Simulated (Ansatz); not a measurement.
## Phonon calculation, with input and output: GaPH₆O

GaPH₆O, computed with RKS B3LYP-D4/def2-SVP (Ansatz 0.2.0).

It belongs to a series of runs on one base structure; here: vibrations at the highest image of the band. Figures and captions count atoms from 1; the log counts them from 0 in places.

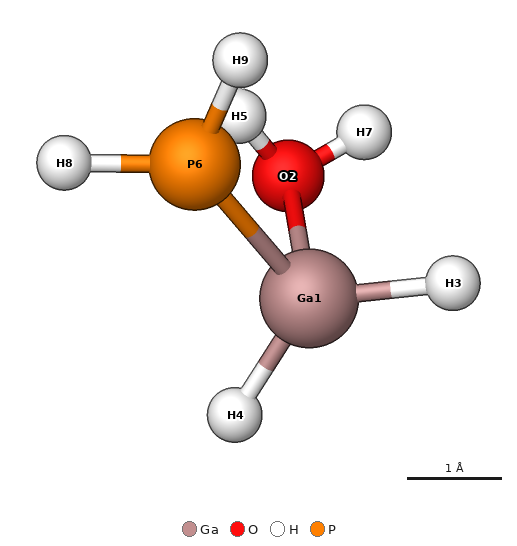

*The structure (ball-and-stick view, seen at a tilt; atoms are numbered from 1 in the order of the input). Sticks mark near contacts.*

Bond lengths as drawn: Ga–H 1.56 to 1.57 Å, Ga–O 2.21 Å, Ga–P 2.30 Å, H–O 0.97 to 0.98 Å and H–P 1.41 Å.

## Input file
```yaml
crystal:
  periodic: [false, false, false]
  atoms:
    - { symbol: Ga, position_ang: [-0.553022, 1.004549, -0.078312] }
    - { symbol: O, position_ang: [1.468523, 0.488108, -0.799634] }
    - { symbol: H, position_ang: [-1.292426, 1.057213, -1.458273] }
    - { symbol: H, position_ang: [-0.216435, 2.167358, 0.903892] }
    - { symbol: H, position_ang: [1.417084, -0.396982, -0.371731] }
    - { symbol: P, position_ang: [-0.768237, -1.037976, 0.951997] }
    - { symbol: H, position_ang: [1.509008, 0.317959, -1.754014] }
    - { symbol: H, position_ang: [-0.344109, -1.371092, 2.250659] }
    - { symbol: H, position_ang: [-1.220486, -2.228938, 0.355415] }
basis:
  gaussian: { orbitals: def2-SVP }
hamiltonian:
  xc: b3lyp
  dispersion: d4
phonons: {}
```

Run as:
```bash
ansatz run input.yaml --threads 2 --pin off --max-ram 3072MiB --backend cpu --events-out ev --progress --plain --runs-dir out
```

## The program's output
```
Engine: ansatz 0.2.0, aarch64-unknown-linux-gnu
Functional definition: B3LYP
  parameter a0 = 0.2
  parameter ax = 0.72
  parameter ac = 0.81
  exchange = (1 - a0 - ax)*slater_x + ax*b88_x + a0*exact_x
  correlation = (1 - ac)*vwn_rpa_c + ac*lyp_c
975 factors; integrals over basis functions are off by at most 4.6e-4 eV
mean field evaluation 1: about -63797.9543 eV, gradient 4.9e1 eV
mean field evaluation 2: about -63792.8199 eV, gradient 7.4e1 eV
mean field evaluation 4: about -63801.9286 eV, gradient 2.7e0 eV
mean field evaluation 8: about -63801.9408 eV, gradient 2.2e-2 eV
mean field -63801.94078542 eV, -2344.6780773554 hartree, gradient 3.9e-5 eV, S^2 0.000000; 0 other end points of the search recorded, 0 dependent functions left out
the calculation of the forces begins
reference -63801.94103227 eV, -2344.6780864269 hartree; 30, 30 occupied and 64, 64 virtual orbitals, 975 factors
these checks for a lower state are left out or cut short: stability, starts, cluster_reference, orbital_swaps, neighbouring_geometries, increment
975 factors; integrals over basis functions are off by at most 4.6e-4 eV
mean field evaluation 16: about -63801.9407 eV, gradient 1.1e-1 eV
mean field -63801.94071916 eV, -2344.6780749206 hartree, gradient 8.8e-7 eV, S^2 0.000000; 0 other end points of the search recorded, 0 dependent functions left out
[... from here on the field's lines of each further geometry are left out, up to the last ...]
the calculation of the forces begins
reference -63801.94100882 eV, -2344.6780855651 hartree; 30, 30 occupied and 64, 64 virtual orbitals, 975 factors
these checks for a lower state are left out or cut short: stability, starts, cluster_reference, orbital_swaps, neighbouring_geometries, increment
975 factors; integrals over basis functions are off by at most 4.6e-4 eV
mean field evaluation 320: about -63801.9408 eV, gradient 5.6e-2 eV
mean field -63801.94077247 eV, -2344.6780768794 hartree, gradient 7.8e-7 eV, S^2 0.000000; 0 other end points of the search recorded, 0 dependent functions left out
the calculation of the forces begins
reference -63801.94101931 eV, -2344.6780859506 hartree; 30, 30 occupied and 64, 64 virtual orbitals, 975 factors
WARN: phonons: modes at or below zero, which the zero-point energy, F, S and C_V leave out: 1, the lowest at -530.54 cm⁻¹. A minimum has none, and a first-order saddle one
Total energy: -63802.22220776 eV, -2344.6884194356 hartree
Atom 0 at    -0.553022     1.004549    -0.078312 Å, force    -0.007603    -0.004450     0.004277 eV/Å
Atom 1 at     1.468523     0.488108    -0.799634 Å, force     0.005032    -0.013981     0.012081 eV/Å
Atom 2 at    -1.292426     1.057213    -1.458273 Å, force    -0.000791    -0.001720    -0.003269 eV/Å
Atom 3 at    -0.216435     2.167358     0.903892 Å, force     0.003269     0.003469     0.002353 eV/Å
Atom 4 at     1.417084    -0.396982    -0.371731 Å, force    -0.000828     0.018630    -0.012205 eV/Å
Atom 5 at    -0.768237    -1.037976     0.951997 Å, force    -0.003644     0.009551    -0.000549 eV/Å
Atom 6 at     1.509008     0.317959    -1.754014 Å, force     0.001598    -0.004555    -0.002676 eV/Å
Atom 7 at    -0.344109    -1.371092     2.250659 Å, force     0.003256    -0.002514     0.004271 eV/Å
Atom 8 at    -1.220486    -2.228938     0.355415 Å, force    -0.000288    -0.004431    -0.004284 eV/Å
Dipole moment:     0.402618    -0.252879    -0.398963 e Å
Vibrations: -530.54 139.29 235.18 246.15 308.86 335.41 362.30 445.59 541.52 591.74 633.47 693.21 719.16 1062.35 1594.24 1966.83 2000.80 2500.87 2533.48 3514.41 3806.32 cm⁻¹, zero-point energy 1.502143 eV
```

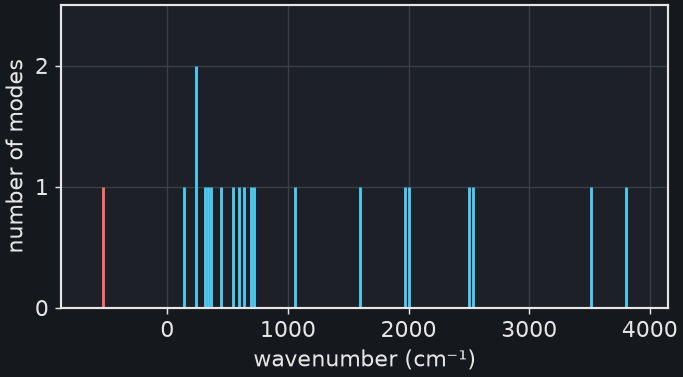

*Harmonic vibrational wavenumbers from the force constants; neighbouring modes closer than 20 cm⁻¹ are counted in one stick, and imaginary ones are drawn at negative wavenumbers.*

21 modes from 531i to 3806 cm⁻¹, 1 imaginary beyond 8i (531i cm⁻¹): a first-order saddle point, if the geometry is stationary.

## Summary

```csv
quantity,value
outcome,converged
total energy,−63802.2222 eV
mean-field energy,−63801.9410 eV
largest force (length of the vector),0.022 eV/Å
hardware,"2 threads of Arm Neoverse V2, 24 GiB of memory available, shared host"
wall time,67 s (CPU time 2.1 min)
peak memory,0.19 GiB
```
